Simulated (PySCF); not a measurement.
```yaml
atoms:
  - { symbol: C, position_ang: [-2.2398, 0.5032, 0.5835] }
  - { symbol: C, position_ang: [-1.2642, -0.2953, -0.2740] }
  - { symbol: O, position_ang: [0.0889, -0.1329, 0.1074] }
  - { symbol: C, position_ang: [0.4380, -0.6926, 1.3392] }
  - { symbol: S, position_ang: [2.2533, -0.6789, 1.4362] }
  - { symbol: Ge, position_ang: [2.5988, 0.4062, -0.4591] }
  - { symbol: H, position_ang: [-3.2303, 0.4560, 0.1395] }
  - { symbol: H, position_ang: [-2.2956, 0.1027, 1.5932] }
  - { symbol: H, position_ang: [-1.9260, 1.5431, 0.6344] }
  - { symbol: H, position_ang: [-1.2949, 0.0555, -1.3080] }
  - { symbol: H, position_ang: [-1.5235, -1.3638, -0.2512] }
  - { symbol: H, position_ang: [0.0934, -1.7318, 1.4206] }
  - { symbol: H, position_ang: [0.0492, -0.1133, 2.1844] }
  - { symbol: H, position_ang: [4.0938, 0.5561, -0.5021] }
  - { symbol: H, position_ang: [2.1674, -0.3758, -1.6611] }
  - { symbol: H, position_ang: [1.9837, 1.7705, -0.4595] }
```

Geometry: GFN2-xTB.

Theory: CAM-B3LYP/def2-SVPD, SCF density, gas phase in PySCF 2.14.0.

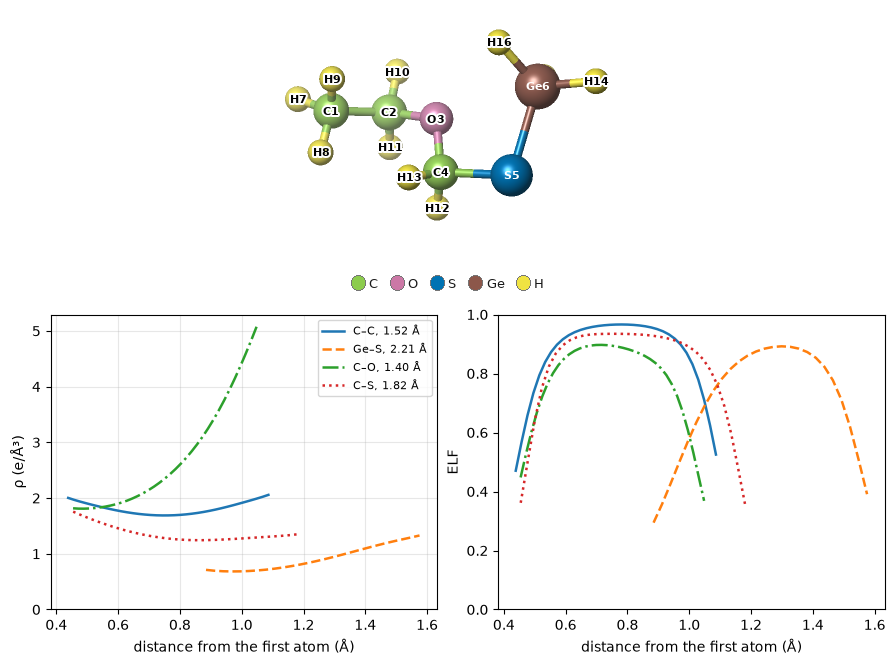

C3H10GeOS (SMILES CCOC[S][GeH3]). Electron density and electron localisation function along straight lines between neighbouring atoms. The curves leave out the atomic cores. The structure is drawn too.

Compare the contacts.

Answer. C–C (1.52 Å): ρ is about 1.7 e/Å³ halfway; the ELF peaks at about 0.95 between the atoms, as expected for a covalent bond.
Ge–S (2.21 Å): ρ is about 0.73 e/Å³ halfway; the ELF peaks at about 0.90 in the valence shell of S, 0.9 Å from its nucleus, and is about 0.80 at the midpoint.
C–O (1.40 Å): ρ at the midpoint is about 2.1 e/Å³, with its minimum of 1.8 e/Å³ about 0.5 Å from C; the ELF peaks at about 0.90 between the atoms: a shared but strongly polarised pair.
C–S (1.82 Å): ρ is about 1.2 e/Å³ halfway; the ELF peaks at about 0.95 between the atoms (a shared electron pair).
